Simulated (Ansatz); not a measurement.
Input file:

```
crystal:
  periodic: [false, false, false]
  atoms:
    - symbol: Br
      position_ang: [0.473414, -0.712435, 2.587541]
    - symbol: Ge
      position_ang: [2.180633, -0.338843, 0.614172]
    - symbol: N
      position_ang: [0.931852, -0.324571, -0.885242]
    - symbol: O
      position_ang: [1.606942, -1.641640, -0.597148]
    - symbol: H
      position_ang: [-0.000365, -0.454970, -0.470786]
basis:
  gaussian: {orbitals: def2-TZVPD}
total_charge: -1
output: {forces: true, orbitals: {seedname: orbitals}}
hamiltonian: {xc: pbe0}
magnetization: {spin_polarized: false, initial_magnetization: 0}
```

Launched as:

```sh
ansatz run input.yaml --threads 2 --pin off --max-ram 4350MiB --events-out events.jsonl --progress --plain --runs-dir runs
```

Geometry: B3LYP-D3(BJ)/def2-SVPD.

The calculation used Ansatz 0.2.0, isolated molecule in a Gaussian basis; Kohn-Sham density functional theory, functional PBE0.

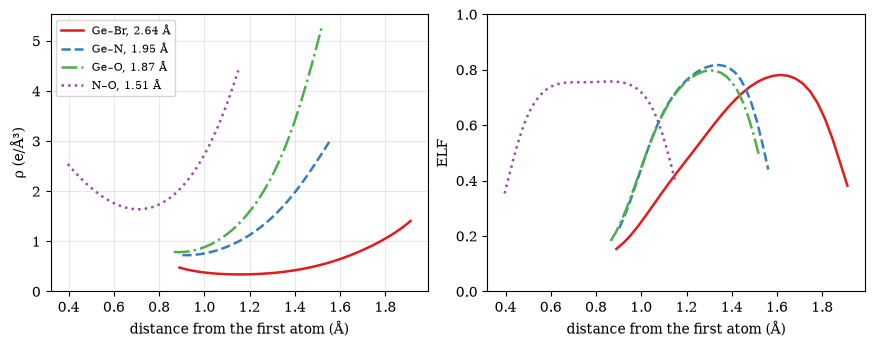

BrGeHNO (SMILES [Br][Ge-]1[NH][O]1) (charge −1). Electron density and ELF along straight lines between neighbouring atoms. The curves leave out the atomic cores.

Q: Compare the contacts.

A: Ge–Br (2.64 Å): the density is about 0.38 e/Å³ at the midpoint; the ELF peaks at about 0.80 in the valence shell of Br, 1.0 Å from its nucleus, and is about 0.60 at the midpoint.
Ge–N (1.95 Å): the density is about 0.74 e/Å³ at the midpoint; the ELF peaks at about 0.80 in the valence shell of N, 0.6 Å from its nucleus, and is about 0.40 at the midpoint.
Ge–O (1.87 Å): ρ is about 0.8 e/Å³ halfway; the ELF peaks at about 0.80 in the valence shell of O, 0.6 Å from its nucleus, and is about 0.30 at the midpoint.
N–O (1.51 Å): ρ at the midpoint is about 1.7 e/Å³; the ELF peaks at about 0.75 between the atoms: a shared electron pair.
